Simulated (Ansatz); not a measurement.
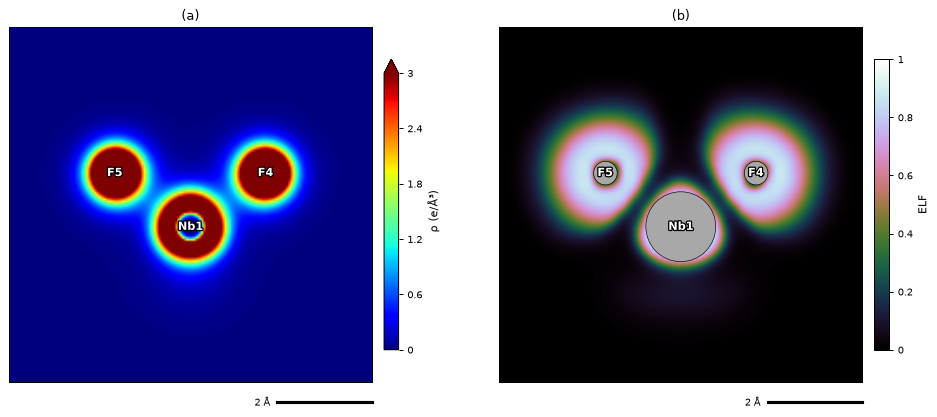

*F₂NbO₂ (charge −1). (a) electron density; (b) electron localisation function on the plane of atoms F4, Nb1 and F5. Grey discs cover the atomic cores in the ELF map.*

Geometry: PBE-D4/def2-SVPD; core potentials replace the inner electrons of Nb; not at a stationary point (largest force 1.2 eV/Å).

Theory: Ansatz, RKS PBE0-D4/def2-TZVPD.

```tsv
atom	x (Å)	y (Å)	z (Å)
Nb	0.0327	0.0000	0.0229
O	0.0654	-0.0166	1.7872
O	1.7007	0.0086	-0.5534
F	-0.9030	1.6025	-0.6136
F	-0.8959	-1.5946	-0.6431
```

Question: What do the fields say about this system?

Answer: Atoms in the plane: Nb and F.
Nb–F (1.96 Å): ρ is about 0.83 e/Å³ halfway; the ELF is about 0.20 at the midpoint.
